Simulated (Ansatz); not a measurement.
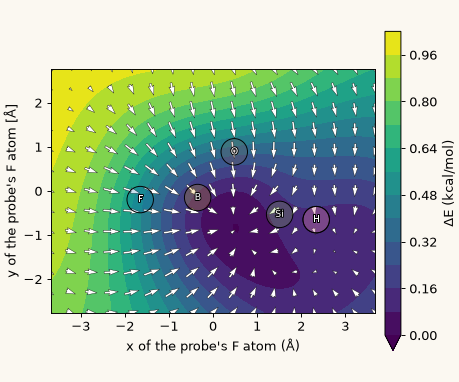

Energy landscape of BFH₂OSi (SMILES FB1O[SiH2]1) with the probe HF. The probe is moved over a plane parallel to the molecule's main plane, 3.91 Å above it. Coordinates scanned: (1) x of the probe's F atom; (2) y of the probe's F atom. Nothing is relaxed (molecule and probe rigid, the probe upright with F nearest the plane). The grid has 17 × 13 points. Points are written as (first, second). Energies: kcal/mol, counted from the lowest grid point. Level of theory: RHF/def2-SVPD (Ansatz 0.2.0).

The picture shows filled contours, arrows along the force (downhill), their lengths compressed, labelled circles for the molecule's atoms, projected on the plane. Between grid points the surface is interpolated. 

**Where are the wells?**

The lowest grid point is at (0.46 Å, −0.92 Å). The highest grid point, (−2.76 Å, 2.76 Å), lies 0.98 kcal/mol above the lowest. Near the minimum the curvatures are about 0.007 and 0.014 eV/Å² along the soft and the stiff direction.

The values on the grid:

```tsv
y of the probe's F atom ↓, x of the probe's F atom →	−3.22	−2.30	−1.38	−0.46	0.46	1.38	2.30	3.22
2.76	0.98	0.98	0.96	0.95	0.92	0.84	0.74	0.66
2.30	0.98	0.95	0.91	0.87	0.83	0.75	0.66	0.59
1.84	0.97	0.91	0.83	0.76	0.70	0.63	0.56	0.51
1.38	0.96	0.87	0.73	0.61	0.54	0.49	0.45	0.43
0.92	0.94	0.82	0.62	0.45	0.36	0.34	0.35	0.34
0.46	0.93	0.77	0.51	0.30	0.20	0.23	0.27	0.27
0.00	0.91	0.73	0.43	0.18	0.08	0.15	0.21	0.20
−0.46	0.89	0.70	0.39	0.12	0.01	0.10	0.15	0.14
−0.92	0.88	0.69	0.39	0.12	0.00	0.07	0.12	0.11
−1.38	0.87	0.70	0.42	0.16	0.03	0.05	0.10	0.10
−1.84	0.85	0.70	0.46	0.23	0.08	0.06	0.09	0.12
−2.30	0.84	0.71	0.51	0.30	0.15	0.09	0.10	0.14
−2.76	0.82	0.72	0.55	0.38	0.23	0.15	0.14	0.19
```

The table holds every second grid line.

The input of one point:

```yaml
crystal:
  periodic: [false, false, false]
  atoms:
    - { symbol: F, position_ang: [-1.649385, -0.19847, -1.0e-06] }
    - { symbol: B, position_ang: [-0.346455, -0.151886, 2.0e-06] }
    - { symbol: O, position_ang: [0.483401, 0.884188, 0.0] }
    - { symbol: Si, position_ang: [1.51244, -0.533832, -1.0e-06] }
    - { symbol: H, position_ang: [2.34157, -0.653256, 1.211469] }
    - { symbol: H, position_ang: [2.341574, -0.653246, -1.211469] }
    - { symbol: F, position_ang: [0.46, -0.92, 3.91] }
    - { symbol: H, position_ang: [0.46, -0.92, 4.809904] }
basis:
  gaussian: { orbitals: def2-SVPD }
hamiltonian:
  xc: hf
output:
  forces: true
```

The whole map (221 points run) took 9.7 min on 1 thread of Arm Neoverse V2 (shared host).
